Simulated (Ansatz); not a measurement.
```cif
data_structure
_symmetry_space_group_name_H-M 'P 1'
_symmetry_Int_Tables_number 1
_cell_length_a 4.9136
_cell_length_b 4.9136
_cell_length_c 11.5329
_cell_angle_alpha 90.000
_cell_angle_beta 90.000
_cell_angle_gamma 90.000
_cell_volume 278.45
loop_
_atom_site_label
_atom_site_type_symbol
_atom_site_fract_x
_atom_site_fract_y
_atom_site_fract_z
_atom_site_occupancy
Ca1 Ca 0.00000 0.50000 0.23203 1
Ca2 Ca 0.50000 0.00000 0.23203 1
Ca3 Ca 0.00000 0.50000 0.76797 1
Ca4 Ca 0.50000 0.00000 0.76797 1
Ca5 Ca 0.00000 0.00000 0.50000 1
Si1 Si 0.50000 0.50000 0.00000 1
P1 P 0.00000 0.50000 0.00000 1
P2 P 0.50000 0.00000 0.00000 1
```

Space group P4/mmm; a structure generated by program, which may or may not match a known phase.

The calculation used DFT PBE, scalar-relativistic, plane waves, PAW (Ansatz).

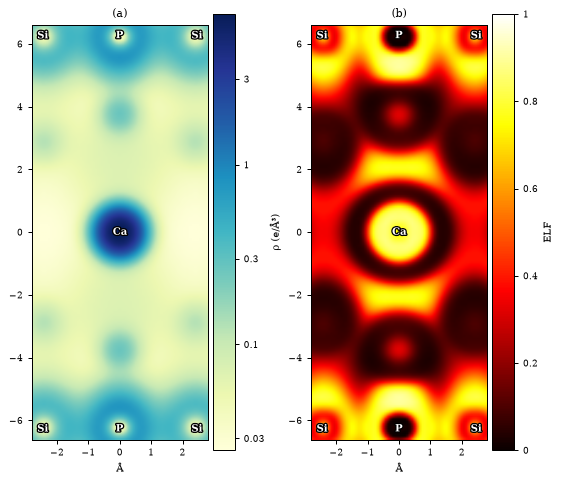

Ca5SiP2. (a) valence charge density (pseudo); (b) ELF on the (101) plane of the conventional cell.

Core electrons are frozen (PAW), and the valence fields are smoothed inside the atomic spheres.

What do the fields say about this system?

- Atoms in the plane: Ca, Si and P.
- Si–P (2.46 Å): the density is about 0.43 e/Å³ at the midpoint; the ELF peaks at about 0.80 between the atoms.
- Between the atoms the lowest density in this plane is 0.03 e/Å³.
- The features right at Ca lie inside the PAW spheres, where the map follows smoothed inner orbitals and isn't to be read closely.
